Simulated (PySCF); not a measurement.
# Core-level calculation, with input and output: C₄H₁₃GeNSi

The run: core-level calculation of C₄H₁₃GeNSi. Method and program: delta-SCF UKS SCAN, pcX-2 on the ionised atom, pcseg-1 elsewhere, spin-free X2C (PySCF 2.14.0).

It belongs to a series of runs on one base structure; here: constitutional isomer. Figures and captions count atoms from 1; the log counts them from 0 in places.

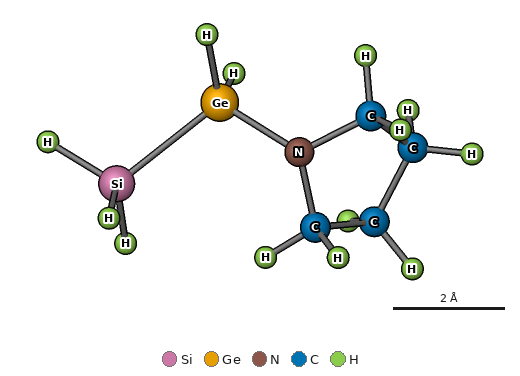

Figure 1. The structure (ball-and-stick view, seen at a tilt). Sticks mark near contacts.

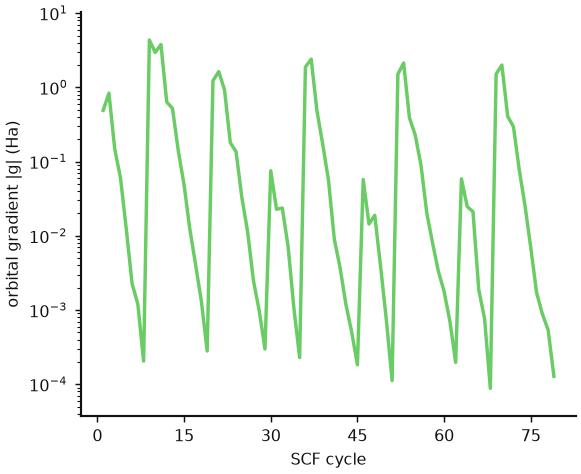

Figure 2. Convergence of the self-consistent field: orbital gradient |g| against the SCF cycle. All cycles printed in the log are drawn one after another.

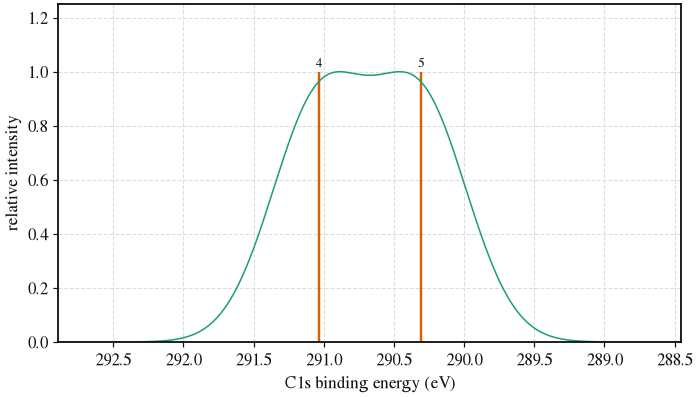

Figure 3. C1s binding energies by ΔSCF of the atoms computed, labelled by atom number, with a Gaussian envelope of 0.8 eV full width. They run from 290.31 eV (atom 5) to 291.04 eV (atom 4).

The input and output of the run follow.

Input file
```
{"job": {"kind": "xps"}, "charge": 0, "multiplicity": 1}
Si     3.179865     0.631978     0.236474
Ge     1.491900    -0.901777    -0.450239
N     -0.069300    -0.459070     0.428195
C     -1.282552    -1.190024     0.100956
C     -2.064756    -0.292971    -0.881903
C     -1.513433     1.124978    -0.620324
C     -0.501369     0.922536     0.522667
H      2.929127     1.988801    -0.341346
H      3.199496     0.739673     1.726798
H      4.515801     0.156758    -0.237355
H      1.343689    -0.896493    -1.999683
H      1.831865    -2.347059    -0.034899
H     -1.061389    -2.190477    -0.301887
H     -1.876413    -1.341435     1.023555
H     -1.873620    -0.598755    -1.921381
H     -3.151029    -0.362641    -0.721614
H     -2.298449     1.848842    -0.355213
H     -1.005122     1.514024    -1.515867
H     -1.004042     1.078931     1.497506
H      0.344744     1.626620     0.488177
```

The first line tells a small driver script what to run in PySCF; the rest is the geometry in Å.

Launch command:
```bash
OMP_NUM_THREADS=1 python <driver script> task.json out
```

Log
```
ground state, core basis on atom 0 (Si), 222 functions
  cycle   1  E = -2598.95115082  |g| = 4.90e-01
  cycle   2  E = -2598.83078936  |g| = 8.36e-01
  cycle   3  E = -2599.01125840  |g| = 1.48e-01
  cycle   4  E = -2599.01586034  |g| = 6.02e-02
  cycle   5  E = -2599.01671505  |g| = 1.24e-02
  cycle   6  E = -2599.01675168  |g| = 2.28e-03
  cycle   7  E = -2599.01675116  |g| = 1.20e-03
  cycle   8  E = -2599.01675341  |g| = 2.05e-04
  E(ground) = -2599.15156101 Eh
hole in Si 1s of atom 0
  cycle   1  E = -2530.09135085  |g| = 4.35e+00
  cycle   2  E = -2526.24853023  |g| = 2.96e+00
[... 9 cycles left out ...]
  E(ion) = -2531.30446419 Eh   <S^2> = 0.7525   hole on atom = 1.000   binding energy = 1846.214 eV
hole in Si 2p of atom 0
[... 10 cycles left out ...]
  E(ion) = -2595.22935288 Eh   <S^2> = 0.7523   hole on atom = 1.002   binding energy = 106.729 eV
  2p3/2 = 106.517 eV   2p1/2 = 107.140 eV
ground state, core basis on atom 2 (N), 211 functions
[... 6 cycles left out ...]
  E(ground) = -2599.11475482 Eh
hole in N 1s of atom 2
[... 10 cycles left out ...]
  E(ion) = -2584.27781235 Eh   <S^2> = 0.7676   hole on atom = 1.000   binding energy = 403.734 eV
ground state, core basis on atom 3 (C), 211 functions
[... 6 cycles left out ...]
  E(ground) = -2599.10301726 Eh
hole in C 1s of atom 3
[... 11 cycles left out ...]
  E(ion) = -2588.40766054 Eh   <S^2> = 0.7732   hole on atom = 1.000   binding energy = 291.035 eV
ground state, core basis on atom 4 (C), 211 functions
[... 6 cycles left out ...]
  E(ground) = -2599.10294281 Eh
hole in C 1s of atom 4
[... 1 cycle left out ...]
  cycle   2  E = -2586.73596436  |g| = 2.00e+00
  cycle   3  E = -2588.18613292  |g| = 4.07e-01
  cycle   4  E = -2588.21693620  |g| = 2.95e-01
  cycle   5  E = -2588.25611646  |g| = 7.79e-02
  cycle   6  E = -2588.25849858  |g| = 2.55e-02
  cycle   7  E = -2588.25879214  |g| = 6.89e-03
  cycle   8  E = -2588.25882117  |g| = 1.72e-03
  cycle   9  E = -2588.25882295  |g| = 8.87e-04
  cycle  10  E = -2588.25882294  |g| = 5.39e-04
  cycle  11  E = -2588.25882374  |g| = 1.28e-04
  E(ion) = -2588.43431009 Eh   <S^2> = 0.7688   hole on atom = 1.000   binding energy = 290.308 eV
```

Results in brief

```json
{"quantity": "outcome", "value": "converged"}
{"quantity": "hardware", "value": "1 CPU thread, shared host"}
{"quantity": "wall time", "value": "4.4 min"}
{"quantity": "peak memory", "value": "0.68 GiB"}
```
